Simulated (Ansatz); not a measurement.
# AlBrF₂···HF: what the fields show

The calculation's input:

```
crystal:
  periodic: [false, false, false]
  atoms:
    - { symbol: Al, position_ang: [0.0, 0.0, 0.0] }
    - { symbol: F, position_ang: [0.0, 0.0, 2.04] }
    - { symbol: F, position_ang: [1.4635, 0.0, -0.845] }
    - { symbol: F, position_ang: [-1.4635, 0.0, -0.845] }
    - { symbol: Br, position_ang: [0.1133, -2.5693, 0.8545] }
    - { symbol: H, position_ang: [0.0524, -1.1881, 1.9844] }
basis:
  gaussian: { orbitals: def2-SVP }
hamiltonian:
  xc: b3lyp
relax:
  f_tol: 0.15
  max_steps: 25
  restrain:
    - { distance: [0, 4], at: 2.41, k: 30.0 }
    - { distance: [5, 1], at: 0.92, k: 30.0 }
    - { distance: [0, 1], at: 2.89, k: 30.0 }
    - { distance: [5, 4], at: 2.75, k: 30.0 }
output:
  orbitals: {}
```

Run with:

```sh
ansatz run input.yaml --threads 2 --pin off --max-ram 3072MiB --backend cpu --events-out ev --progress --plain --runs-dir out
```

The fields are those of the run's last geometry, not of the input's.

Not at a stationary point (largest force 1.5 eV/Å).

Method: Ansatz 0.2.0, RKS B3LYP/def2-SVP.

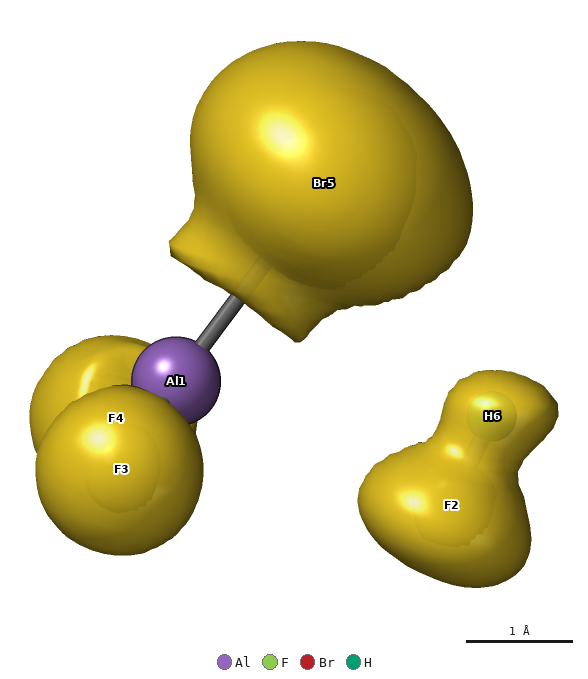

Figure 1. Isosurface of the electron localisation function at 0.75 (yellow), seen across its widest extent. Only the valence region is drawn (cores and ρ < 0.01 e/Å³ removed).

**Identify the bonds, lone pairs and shells in this picture.**

At this value the surface marks out one region on Br in which the atom's valence shell and bonds are merged, two regions wrapped around F (the valence shell of each) and one joined region spread over several atoms (F, H), in which their bonds and any lone pairs are merged. Profiles from the grid: Al1···F2 (2.87 Å): the ELF is about 0.05 at the midpoint. Al–F (1.65 Å): the ELF peaks at about 0.85 in the valence shell of F, 0.6 Å from its nucleus, and is about 0.30 at the midpoint.

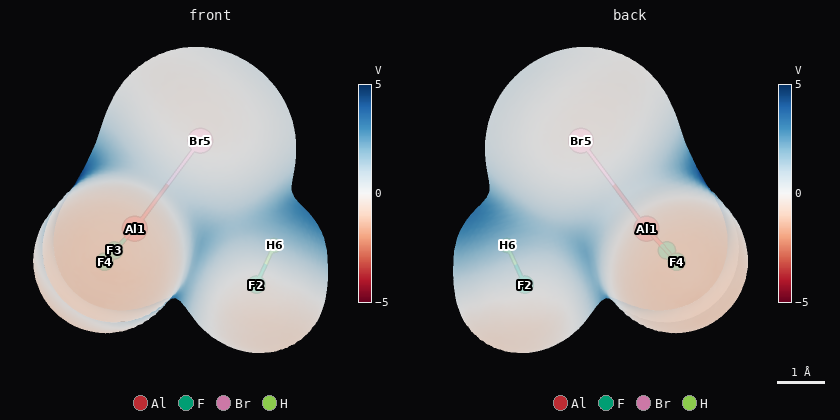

Figure 2. The electrostatic potential painted on the density surface at 0.002 e/bohr³, seen from the front and from behind; the colour scale runs from red (negative) to blue (positive).

**Which sites attract a positive test charge, and which a negative one?**

A positive charge is drawn to the negative regions and a negative charge to the positive ones. The most negative region (about −1.1 V) lies over F3 and F4, the most positive (about +4.5 V) over Al1.

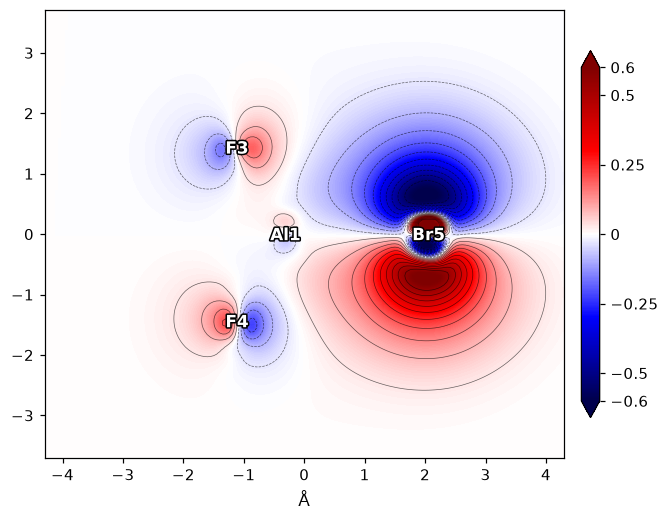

Figure 3. One frontier orbital on the plane of atoms F4, Al1 and Br5 (values in Å⁻³ᐟ²; the overall sign is arbitrary).

**Which orbital is it: HOMO or LUMO?**

The HOMO, at −8.64 eV. By Hirshfeld shares it lies mainly on Br5 (about 90 %); largely a lone pair of Br5.
